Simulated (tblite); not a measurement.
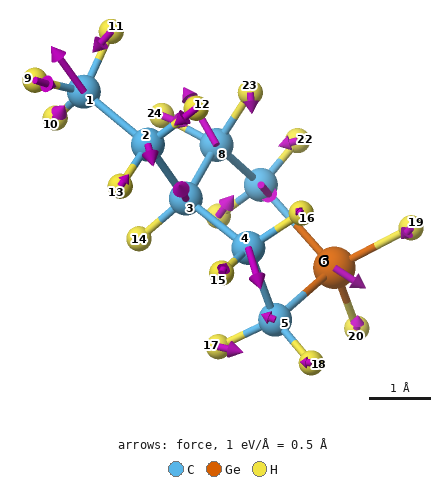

Starting geometry of C$_{7}$H$_{16}$Ge with the computed forces as purple arrows. Style: ball-and-stick. Shown from a free direction.

All numbers below come from GFN2-xTB geometry optimisation, gas phase (tblite). 

What follows when this structure is relaxed?

It isn't relaxed: the largest force vector, on a C atom, is 2.48 eV/Å. The final displacements have little in common with the starting forces (cosine between the two patterns 0.19). The largest move after the best rigid fit is that of an H atom, 0.84 Å. Largest moves by element: H 0.84 Å, C 0.35 Å, Ge 0.13 Å. Near-neighbour distances that change, for instance: Ge–H 1.555 → 1.507 Å, C–H 1.139 → 1.092 Å, C–C 1.487 → 1.533 Å, C–Ge 1.936 → 1.973 Å. Among the angles between lasting bonds that change: C–C–Ge 102.5° → 109.6°, Ge–C–H 106.4° → 112.0°, H–C–H 112.4° → 106.9°. Groups turn about C–C by about 30°. After 108 geometry steps the energy has fallen by 62.5 kJ/mol.
